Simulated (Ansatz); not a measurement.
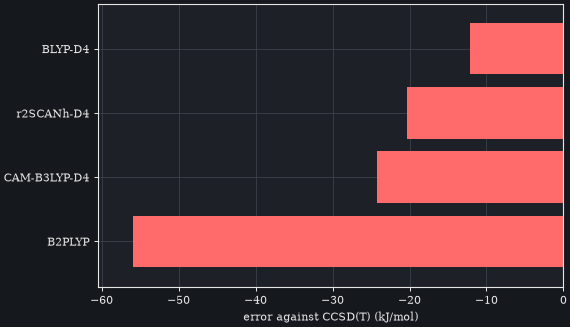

Error in the electronic atomisation energy (method less reference, so positive means overbinding) of CH₃AlO₂S, SMILES O[C@H]1[S][Al]1[OH], singlet: functionals in def2-TZVPP against frozen-core CCSD(T) at the limit (MP2 extrapolated from triple and quadruple zeta, plus CCSD(T) less MP2 in a smaller set), which gives 2938.5 kJ/mol, at a PBE0-D4/def2-TZVP geometry (a minimum by its frequencies), no zero-point or spin-orbit term, the Ansatz code 0.2.0. The reference leaves out core correlation, a term that grows with the number of heavy atoms. B2PLYP holds a correlation term that converges slowly with the basis, so part of the distance to the limit is basis error. No dispersion term is added to B2PLYP.

Question: What range do the values span?

Answer: From −56.0 kJ/mol (B2PLYP) to −12.1 kJ/mol (BLYP-D4).

Question: Which of these levels overbind, and which underbind?

Answer: Overbind: none clearly. Underbind: B2PLYP. Within 25 kJ/mol of zero, too close to call in view of what the reference leaves out: BLYP-D4, r2SCANh-D4 and CAM-B3LYP-D4.
